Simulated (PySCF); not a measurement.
**Excited-state calculation of C2H8Ge2SSi**

- system: C2H8Ge2SSi, SMILES C#C[SiH2][S][GeH2][GeH3]
- method: TDDFT CAM-B3LYP/def2-SVPD, vertical, gas phase, core orbitals frozen in the response (PySCF 2.14.0)

The geometry comes from this level: GFN2-xTB. It belongs to a series of runs on one base structure; here: O replaced by S.

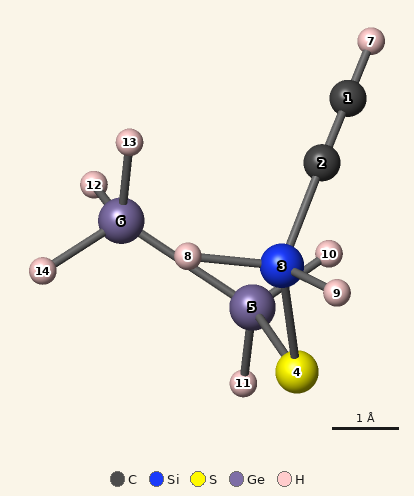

Figure 1. The structure as given in the input (ball-and-stick view, seen at a tilt; atoms are numbered from 1 in the order of the input). Sticks mark near contacts.

**Key numbers**

- outcome: converged
- total energy: −4922.107407 hartree
- HOMO: −8.45 eV
- LUMO: 0.07 eV
- dipole moment: 1.73 D
- mean polarisability: 129.64 a.u.
- lowest singlet excitation: 5.41 eV
- hardware: 1 CPU thread, shared host
- wall time: 84 s
- peak memory: 1.1 GiB

**Remarks**

Spin–orbit coupling is left out, which matters for the heavy atoms.

**Input**
```
{"job": {"kind": "uv", "xc": "CAM-B3LYP", "basis": "def2-SVPD", "nstates": 8, "ntriplets": 3}, "charge": 0, "multiplicity": 1}
C      2.259820     1.041629     0.917496
C      1.967314    -0.012013     0.415079
Si     1.434925    -1.567333    -0.431284
S      0.305516    -1.035561    -2.198636
Ge    -0.938224     0.621318    -1.429273
Ge    -1.963765     0.280966     0.704525
H      2.538002     1.950978     1.369832
H      0.549943    -2.315180     0.464910
H      2.567042    -2.310575    -0.961198
H     -0.090520     1.884635    -1.439536
H     -1.954172     0.846129    -2.534698
H     -2.849106     1.426348     1.092267
H     -0.985190     0.123037     1.831186
H     -2.842263    -0.934850     0.764488
```

The first line tells a small driver script what to run in PySCF; the rest is the geometry in Å.

Command:
```bash
OMP_NUM_THREADS=1 python <driver script> task.json out
```

**The program's output**
```
coarse grid: 57696 points
cycle   1  E = -4922.0339252400  dE = -7.999e-01  |g| = 6.438e-01  |ddm| = 7.349e+00
cycle   2  E = -4922.0495838043  dE = -1.566e-02  |g| = 6.290e-01  |ddm| = 1.905e+00
cycle   3  E = -4922.1069921983  dE = -5.741e-02  |g| = 3.904e-02  |ddm| = 7.460e-01
cycle   4  E = -4922.1072618180  dE = -2.696e-04  |g| = 2.348e-02  |ddm| = 1.835e-01
cycle   5  E = -4922.1073891938  dE = -1.274e-04  |g| = 1.058e-02  |ddm| = 5.444e-02
cycle   6  E = -4922.1074167462  dE = -2.755e-05  |g| = 2.163e-03  |ddm| = 2.012e-02
cycle   7  E = -4922.1074180654  dE = -1.319e-06  |g| = 3.913e-04  |ddm| = 5.032e-03
final grid: 115144 points
cycle   8  E = -4922.1074067791  dE = -6.861e-08  |g| = 3.796e-04  |ddm| = 3.675e-03
cycle   9  E = -4922.1074067773  dE =  1.713e-09  |g| = 4.380e-04  |ddm| = 1.046e-03
cycle  10  E = -4922.1074068081  dE = -3.075e-08  |g| = 5.851e-05  |ddm| = 4.984e-04
cycle  11  E = -4922.1074068090  dE = -9.077e-10  |g| = 2.128e-05  |ddm| = 1.045e-04
```

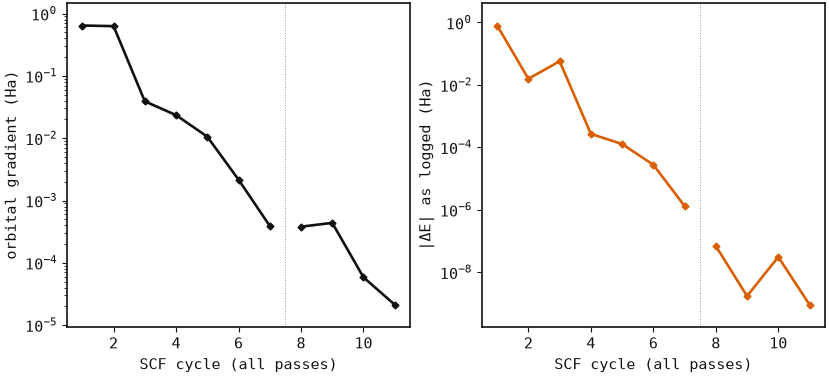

Figure 2. Convergence of the self-consistent field: orbital gradient and size of the energy change against the SCF cycle. The dotted line marks the change from a coarse to the final integration grid. The first 7 cycles use a coarse grid, the final grid takes over at cycle 8, and the field converges after 11 cycles in all.

```
converged SCF energy = -4922.1074068090

Static polarisability (au): isotropic 129.641, principal 117.476 130.212 141.236

Singlet excitations
state   eV       nm        f      main configurations
  1   5.4104    229.2   0.02632   H->L 0.85
  2   5.7020    217.4   0.00772   H->L+1 0.70, H->L 0.10
  3   5.9236    209.3   0.00133   H-2->L 0.33, H-1->L 0.12, H-3->L 0.12
  4   6.2128    199.6   0.00474   H-2->L 0.22, H-3->L+2 0.09, H-1->L+2 0.08
  5   6.2601    198.1   0.00979   H-2->L+2 0.22, H->L+2 0.15, H->L+3 0.09
  6   6.4218    193.1   0.00039   H->L+3 0.25, H->L+2 0.24, H-3->L+2 0.10
  7   6.5738    188.6   0.01157   H->L+3 0.39, H->L+2 0.31, H->L+7 0.10
  8   6.7650    183.3   0.02224   H->L+4 0.61, H-1->L 0.11

Triplet excitations (Tamm-Dancoff, eV): 4.9257 5.0123 5.3741
```

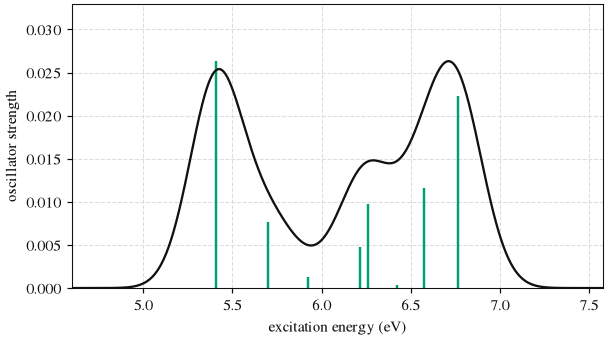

Figure 3. Computed excitations as sticks (degenerate states added up, dark ones marked on the axis), with a Gaussian envelope of 0.35 eV full width at half maximum, scaled to the tallest. Of the 8 states the lowest lies at 5.41 eV (f = 0.026); the strongest line is at 5.41 eV, or 229 nm (f = 0.026).

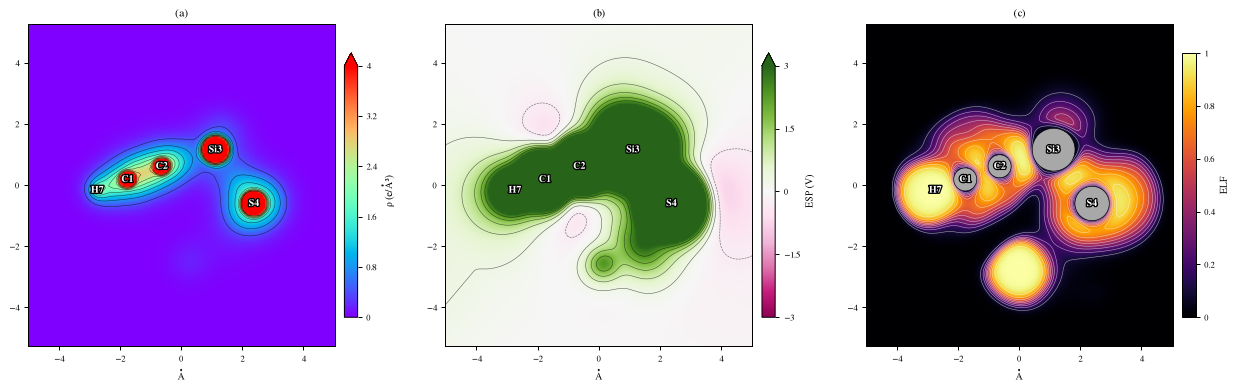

Figure 4. (a) electron density; (b) electrostatic potential; (c) ELF on the plane of atoms C2, Si3 and S4. Grey discs, where drawn, cover atomic cores. Atoms in the plane: C, Si, S and H. C–C (1.20 Å): ρ is about 2.7 e/Å³ halfway; the ELF peaks at about 0.85 between the atoms (a multiple bond by its length, whose ELF region spreads away from the axis).

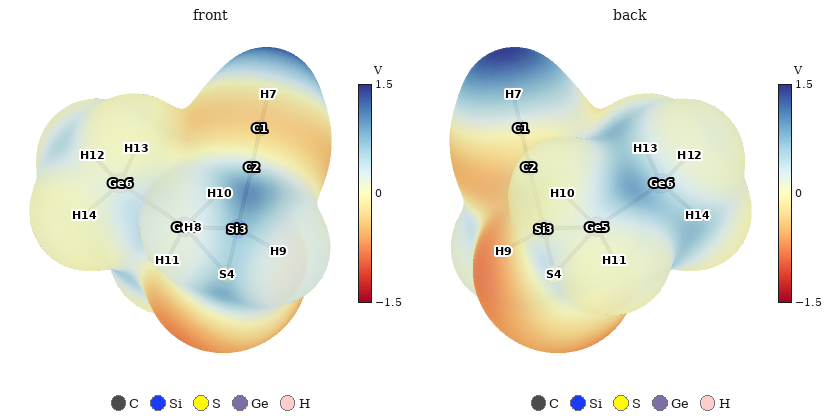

Figure 5. The molecular electrostatic potential painted on the density surface at 0.001 e/bohr³, seen at a tilt and from behind; the colour scale runs from red (negative) to blue (positive). Its dipole moment is 1.73 D.
